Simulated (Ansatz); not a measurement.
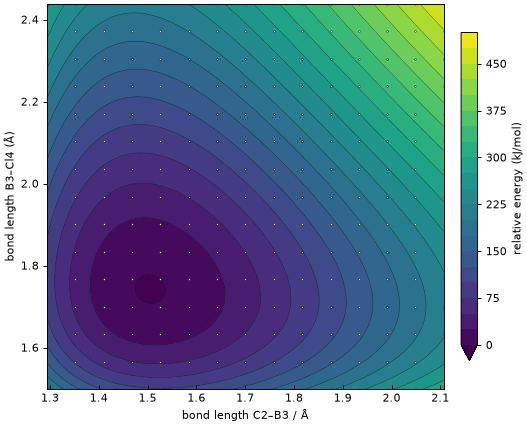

C2H2BCl, SMILES C#CBCl. First axis: bond length C2–B3. Second axis: bond length B3–Cl4. Nothing is relaxed (all other coordinates rigid). Grid: 15 × 15 points. Points are written as (first, second). Energies are in kJ/mol, from the lowest grid point. Computed with Ansatz 0.2.0, RKS PBE0-D4/def2-TZVP.

Drawn: filled contours, dots at the grid points. Between grid points the surface is interpolated.

The lowest grid point is at (1.526 Å, 1.767 Å). It is the only kind of minimum in the scanned range. The highest grid point, (2.107 Å, 2.439 Å), lies 476 kJ/mol above the lowest. Round the minimum the two coordinates are weakly coupled (coupling 0.08 in units of the two stiffnesses).

The level of theory is changed to Ansatz, RHF/def2-TZVP; with it change the reference geometry, relaxed at the new level; the new grid has 15 × 15 points, laid about the new relaxed structure.

Question: How does the landscape change?

Answer: The minimum (interpolated where it lies between grid points) moves from about (1.505 Å, 1.742 Å) to about (1.522 Å, 1.754 Å). The curvature at the minimum changes by less than a tenth (about 30) eV/Å² along bond length C2–B3 and by less than a tenth (about 24) eV/Å² along bond length B3–Cl4.

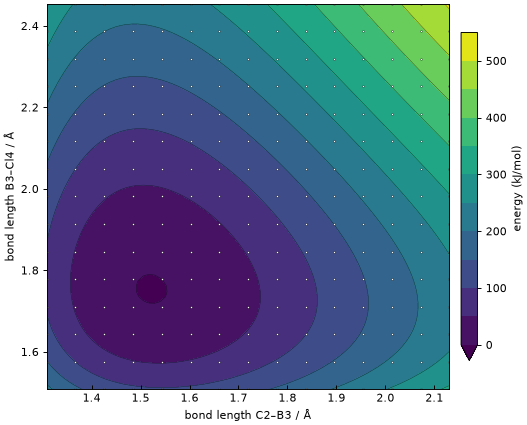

The map after the change, on a colour scale of its own. In the figure: filled contours, dots at the grid points. Between grid points the surface is interpolated.
